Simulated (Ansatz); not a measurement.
**Saddle-point search, with input and output: Si$_{2}$PH$_{9}$ (part 2 of 2)**

Continued. System: Si$_{2}$PH$_{9}$. Method: RKS PBE0-D4/def2-SVP (Ansatz 0.2.0). Some settings of this run were made unusual or wrong on purpose.

Geometry of the input (Å):
```
Si -0.4621  -0.2978  -0.7485
H  1.6913  0.2284  -0.1635
H  0.0788  -0.6073  -2.0730
H  -1.9017  -0.0741  -1.0492
Si -0.1895  -1.6786  1.0841
H  1.3273  1.5381  0.4008
P  0.0892  1.8190  -0.2317
H  0.2227  -0.9638  2.2928
H  -1.4679  -2.3340  1.3810
H  0.7733  -2.7450  0.8181
H  -0.8640  2.8940  -0.3115
H  0.7025  2.2211  -1.3994
```

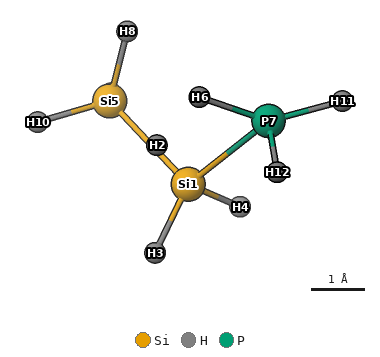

*The geometry at step 10 of the log (ball-and-stick view, seen at a tilt; atoms are numbered from 1 in the order of the input).*

**Trajectory as extended XYZ, continued**
```
12
Properties=species:S:1:pos:R:3:forces:R:3 step=3 energy=-25169.07592
Si   -0.4189   -0.2894   -0.7674    0.6141   0.0325   0.1746
H     1.4722    0.1771   -0.2014   -0.2401  -0.2561  -0.2524
H     0.1245   -0.7122   -2.0873   -0.0332  -0.1602  -0.0919
H    -1.8926   -0.0870   -1.0401   -0.1609   0.0000  -0.0860
Si   -0.1747   -1.6813    1.0753   -0.1386  -0.0070  -0.0378
H     1.3203    1.5453    0.5077   -0.3224   0.1185  -0.0405
P     0.1045    1.8509   -0.2584   -0.0705  -0.0114   0.2184
H     0.2372   -0.8863    2.2658    0.0621   0.0966   0.0475
H    -1.4824   -2.3328    1.3880   -0.0630  -0.0890   0.0859
H     0.8222   -2.7445    0.7871    0.1235  -0.0490  -0.0256
H    -0.8667    2.9435   -0.2136    0.1309   0.2025   0.0323
H     0.7542    2.2168   -1.4556    0.0981   0.1226  -0.0245
12
Properties=species:S:1:pos:R:3:forces:R:3 step=4 energy=-25169.11593
Si   -0.3946   -0.2777   -0.7651   -0.0355  -0.0606  -0.2347
H     1.4245    0.2054   -0.2087    0.0331  -0.1474  -0.0239
H     0.1393   -0.7657   -2.0797   -0.0476  -0.0486   0.0720
H    -1.8853   -0.0940   -1.0558    0.1209  -0.0755  -0.0356
Si   -0.1743   -1.6782    1.0784   -0.0841  -0.0166   0.1058
H     1.3038    1.4003    0.4789    0.0112  -0.1073  -0.1671
P     0.0829    1.8746   -0.2457   -0.2883   0.5176   0.1548
H     0.2493   -0.8514    2.2584   -0.0006  -0.0779  -0.0731
H    -1.4877   -2.3383    1.4028    0.1438   0.0168   0.0221
H     0.8448   -2.7332    0.7769   -0.0335   0.0764   0.0558
H    -0.8728    2.9987   -0.2104    0.1702  -0.0798  -0.0593
H     0.7700    2.2594   -1.4299    0.0103   0.0029   0.1832
12
Properties=species:S:1:pos:R:3:forces:R:3 step=5 energy=-25169.14043
Si   -0.3836   -0.2740   -0.7727   -0.0783  -0.2286  -0.2882
H     1.3923    0.1729   -0.2337   -0.0115  -0.0576  -0.0215
H     0.1411   -0.7978   -2.0817   -0.0497  -0.0105   0.0987
H    -1.8759   -0.1069   -1.0765    0.1478  -0.0345  -0.0148
Si   -0.1758   -1.6731    1.0784   -0.0802  -0.0234   0.1158
H     1.2904    1.3811    0.4720   -0.0526   0.0182  -0.1093
P     0.0678    1.8895   -0.2358   -0.1160   0.4134   0.0511
H     0.2534   -0.8411    2.2551   -0.0172  -0.0889  -0.0871
H    -1.4820   -2.3438    1.4151    0.1597   0.0331   0.0122
H     0.8548   -2.7215    0.7823   -0.0610   0.0935   0.0535
H    -0.8620    3.0344   -0.1965    0.2140  -0.1037   0.0117
H     0.7794    2.2802   -1.4060   -0.0550  -0.0110   0.1779
12
Properties=species:S:1:pos:R:3:forces:R:3 step=6 energy=-25169.16458
Si   -0.3713   -0.2761   -0.7948   -0.2363  -0.3664  -0.2736
H     1.3509    0.1476   -0.2552    0.0123   0.0815  -0.0152
H     0.1402   -0.8542   -2.0882    0.0144   0.0252   0.1021
H    -1.8583   -0.1307   -1.1228    0.1331   0.0209   0.0142
Si   -0.1833   -1.6609    1.0784   -0.0182  -0.0362   0.0935
H     1.2752    1.3358    0.4374   -0.0710   0.0453  -0.0014
P     0.0373    1.9096   -0.2180    0.1248   0.2959  -0.0049
H     0.2582   -0.8324    2.2503   -0.0299  -0.0249  -0.0610
H    -1.4666   -2.3535    1.4421    0.0907   0.0362  -0.0097
H     0.8644   -2.6948    0.7960   -0.0518   0.0571   0.0187
H    -0.8308    3.0926   -0.1665    0.1270  -0.1014   0.0711
H     0.7840    2.3170   -1.3586   -0.0951  -0.0330   0.0663
12
Properties=species:S:1:pos:R:3:forces:R:3 step=7 energy=-25169.17996
Si   -0.3759   -0.2909   -0.8145   -0.0612  -0.2226  -0.0886
H     1.3457    0.1631   -0.2935   -0.0592  -0.0045   0.0084
H     0.1552   -0.8891   -2.0849    0.0041  -0.0130   0.0073
H    -1.8503   -0.1359   -1.1532    0.0394   0.0160  -0.0164
Si   -0.1895   -1.6521    1.0808    0.0190  -0.0038  -0.0039
H     1.2599    1.3098    0.4341   -0.0457   0.1173  -0.0155
P     0.0278    1.9126   -0.2058    0.1351   0.0437   0.0301
H     0.2534   -0.8187    2.2430   -0.0126   0.0351  -0.0078
H    -1.4569   -2.3536    1.4589   -0.0074   0.0074   0.0001
H     0.8620   -2.6782    0.8048    0.0011  -0.0002   0.0053
H    -0.8011    3.1102   -0.1273    0.0111   0.0271   0.0918
H     0.7696    2.3229   -1.3424   -0.0238  -0.0026  -0.0109
12
Properties=species:S:1:pos:R:3:forces:R:3 step=8 energy=-25169.18577
Si   -0.3843   -0.3058   -0.8350    0.0133  -0.0752   0.0801
H     1.3274    0.1683   -0.2906    0.0144  -0.0128  -0.0222
H     0.1675   -0.9239   -2.0842    0.0246  -0.0108  -0.0323
H    -1.8461   -0.1457   -1.1929   -0.0286   0.0241  -0.0246
Si   -0.1915   -1.6417    1.0816    0.0275   0.0376  -0.0775
H     1.2661    1.2782    0.4019   -0.0067  -0.0060   0.0180
P     0.0200    1.9168   -0.1913    0.0470  -0.0673   0.0879
H     0.2495   -0.7918    2.2301   -0.0059   0.0523   0.0131
H    -1.4485   -2.3481    1.4708   -0.0620  -0.0183   0.0170
H     0.8646   -2.6616    0.8109    0.0279  -0.0279   0.0053
H    -0.7835    3.1250   -0.0759   -0.0359   0.0653   0.0165
H     0.7588    2.3302   -1.3255   -0.0157   0.0389  -0.0813
12
Properties=species:S:1:pos:R:3:forces:R:3 step=9 energy=-25169.18879
Si   -0.3853   -0.3147   -0.8435    0.0194  -0.0236   0.0641
H     1.3227    0.1670   -0.3021    0.0224  -0.0051   0.0039
H     0.1784   -0.9423   -2.0844    0.0072   0.0008  -0.0186
H    -1.8418   -0.1458   -1.2151   -0.0261   0.0107  -0.0171
Si   -0.1916   -1.6369    1.0820    0.0081   0.0357  -0.0723
H     1.2663    1.2506    0.3942    0.0089  -0.0001  -0.0290
P     0.0171    1.9169   -0.1790    0.0169  -0.0494   0.0634
H     0.2449   -0.7691    2.2203   -0.0056   0.0284   0.0029
H    -1.4476   -2.3434    1.4787   -0.0381  -0.0092   0.0118
H     0.8686   -2.6553    0.8169    0.0169  -0.0172   0.0184
H    -0.7736    3.1346   -0.0466   -0.0296   0.0144   0.0108
H     0.7419    2.3385   -1.3214   -0.0003   0.0146  -0.0383
12
Properties=species:S:1:pos:R:3:forces:R:3 step=10 energy=-25169.19128
Si   -0.3849   -0.3246   -0.8510    0.0517   0.0408   0.0189
H     1.3284    0.1623   -0.3155   -0.0095   0.0034   0.0014
H     0.1880   -0.9543   -2.0883   -0.0111   0.0065  -0.0053
H    -1.8368   -0.1427   -1.2366   -0.0059  -0.0022   0.0035
Si   -0.1942   -1.6329    1.0798   -0.0074   0.0104  -0.0134
H     1.2782    1.2389    0.3775    0.0251  -0.0204  -0.0114
P     0.0172    1.9117   -0.1633   -0.0065  -0.0353  -0.0122
H     0.2342   -0.7418    2.2056   -0.0086  -0.0029  -0.0096
H    -1.4520   -2.3368    1.4857    0.0066   0.0111  -0.0057
H     0.8719   -2.6519    0.8326   -0.0076   0.0035   0.0228
H    -0.7711    3.1311   -0.0070    0.0002  -0.0211  -0.0021
H     0.7209    2.3411   -1.3195   -0.0270   0.0062   0.0133
12
Properties=species:S:1:pos:R:3:forces:R:3 step=11 energy=-25169.19296
Si   -0.3758   -0.3319   -0.8613    0.0207   0.0419  -0.0172
H     1.3295    0.1568   -0.3332    0.0194  -0.0093  -0.0144
H     0.1931   -0.9623   -2.1013   -0.0081   0.0066   0.0107
H    -1.8264   -0.1429   -1.2504    0.0036  -0.0020   0.0119
Si   -0.1972   -1.6252    1.0769   -0.0007  -0.0168   0.0284
H     1.2970    1.2240    0.3640   -0.0201   0.0149  -0.0359
P     0.0202    1.9011   -0.1475   -0.0134  -0.0082  -0.0176
H     0.2208   -0.7146    2.1917   -0.0066  -0.0115  -0.0090
H    -1.4567   -2.3242    1.4869    0.0094   0.0154  -0.0124
H     0.8729   -2.6471    0.8585   -0.0132   0.0093   0.0148
H    -0.7683    3.1176    0.0328    0.0027  -0.0280   0.0070
H     0.6909    2.3487   -1.3171    0.0065  -0.0120   0.0337
12
Properties=species:S:1:pos:R:3:forces:R:3 step=12 energy=-25169.19463
Si   -0.3674   -0.3299   -0.8643    0.0101   0.0004   0.0076
H     1.3445    0.1590   -0.3564   -0.0032   0.0082   0.0034
H     0.1898   -0.9620   -2.1076    0.0001  -0.0023  -0.0051
H    -1.8225   -0.1489   -1.2404   -0.0045   0.0031   0.0004
Si   -0.1974   -1.6215    1.0793    0.0040   0.0048  -0.0092
H     1.3033    1.2255    0.3508    0.0011  -0.0024  -0.0030
P     0.0203    1.8952   -0.1471    0.0163  -0.0266  -0.0010
H     0.2143   -0.7136    2.1970   -0.0007   0.0065   0.0044
H    -1.4651   -2.3107    1.4748   -0.0085   0.0022  -0.0009
H     0.8686   -2.6490    0.8767    0.0001  -0.0064   0.0045
H    -0.7786    3.1000    0.0471   -0.0104   0.0009   0.0083
H     0.6901    2.3559   -1.3099   -0.0043   0.0117  -0.0095
12
Properties=species:S:1:pos:R:3:forces:R:3 step=13 energy=-25169.19519
Si   -0.3608   -0.3320   -0.8671    0.0023   0.0058  -0.0109
H     1.3530    0.1583   -0.3659    0.0037   0.0011  -0.0070
H     0.1910   -0.9647   -2.1131    0.0001   0.0004   0.0041
H    -1.8176   -0.1497   -1.2397    0.0033  -0.0022   0.0009
Si   -0.1975   -1.6183    1.0796   -0.0013  -0.0037   0.0098
H     1.3127    1.2254    0.3425    0.0005  -0.0031   0.0018
P     0.0238    1.8893   -0.1457   -0.0076   0.0079  -0.0027
H     0.2118   -0.7069    2.1963   -0.0003  -0.0031  -0.0053
H    -1.4726   -2.2979    1.4704    0.0043   0.0060  -0.0015
H     0.8635   -2.6538    0.8886   -0.0055   0.0025   0.0032
H    -0.7875    3.0843    0.0650    0.0090  -0.0104  -0.0013
H     0.6801    2.3659   -1.3109   -0.0084  -0.0011   0.0088
12
Properties=species:S:1:pos:R:3:forces:R:3 step=14 energy=-25169.19554
Si   -0.3533   -0.3351   -0.8745   -0.0036  -0.0093   0.0054
H     1.3585    0.1632   -0.3825    0.0052  -0.0067  -0.0013
H     0.1981   -0.9731   -2.1179    0.0025  -0.0007  -0.0007
H    -1.8100   -0.1561   -1.2478    0.0004   0.0001  -0.0019
Si   -0.1978   -1.6129    1.0802   -0.0012   0.0025  -0.0073
H     1.3166    1.2183    0.3346    0.0024   0.0034  -0.0017
P     0.0214    1.8836   -0.1389   -0.0031   0.0088   0.0032
H     0.2180   -0.6985    2.1917    0.0025   0.0008  -0.0003
H    -1.4802   -2.2767    1.4724   -0.0011   0.0013   0.0018
H     0.8532   -2.6599    0.8993   -0.0017  -0.0014   0.0006
H    -0.7926    3.0729    0.0866   -0.0038   0.0003   0.0018
H     0.6680    2.3742   -1.3032    0.0015   0.0010   0.0004
12
Properties=species:S:1:pos:R:3:forces:R:3 step=15 energy=-25169.19575
Si   -0.3457   -0.3396   -0.8798    0.0026   0.0092  -0.0005
H     1.3634    0.1667   -0.3879   -0.0021   0.0014  -0.0005
H     0.2137   -0.9806   -2.1182    0.0002  -0.0015  -0.0035
H    -1.7999   -0.1630   -1.2628   -0.0004  -0.0006   0.0010
Si   -0.1984   -1.6086    1.0800    0.0005  -0.0088   0.0046
H     1.3174    1.2177    0.3299    0.0003  -0.0004   0.0002
P     0.0155    1.8808   -0.1329    0.0004  -0.0065  -0.0044
H     0.2433   -0.6959    2.1830    0.0005  -0.0021  -0.0012
H    -1.4904   -2.2458    1.4854    0.0036   0.0026  -0.0001
H     0.8309   -2.6772    0.8973   -0.0045   0.0029   0.0026
H    -0.8043    3.0635    0.1031   -0.0032   0.0024   0.0004
H     0.6543    2.3821   -1.2971    0.0021   0.0014   0.0014
12
Properties=species:S:1:pos:R:3:forces:R:3 step=16 energy=-25169.19580
Si   -0.3422   -0.3399   -0.8825    0.0005  -0.0005   0.0004
H     1.3653    0.1685   -0.3874    0.0001   0.0006   0.0000
H     0.2197   -0.9792   -2.1208   -0.0001  -0.0004  -0.0003
H    -1.7967   -0.1676   -1.2671   -0.0002   0.0001   0.0000
Si   -0.1974   -1.6072    1.0797    0.0004  -0.0009   0.0008
H     1.3137    1.2189    0.3343   -0.0002   0.0001  -0.0003
P     0.0123    1.8782   -0.1334    0.0002   0.0001   0.0004
H     0.2619   -0.6976    2.1781   -0.0006  -0.0011  -0.0010
H    -1.4945   -2.2277    1.4943    0.0016   0.0009  -0.0007
H     0.8174   -2.6889    0.8942   -0.0016   0.0014   0.0006
H    -0.8142    3.0564    0.1033    0.0004  -0.0005   0.0000
H     0.6546    2.3861   -1.2927   -0.0004   0.0001   0.0001
```

**What the run reported**

```csv
quantity,value
outcome,converged
total energy,−25169.1958 eV
mean-field energy,−25168.9396 eV
dispersion energy,−0.2562 eV
largest force (length of the vector) at the end,0.002 eV/Å
dipole moment,2.19 D
hardware,"4 threads of Intel Xeon @ 2.50GHz, 15 GiB of memory available, shared host"
wall time,2.3 min (CPU time 8.2 min)
peak memory,0.54 GiB
```

A setting was made wrong on purpose: no mode guess. The program still converged, but the numbers can't be taken as results for the intended system. The program could not tell the order of the saddle point.
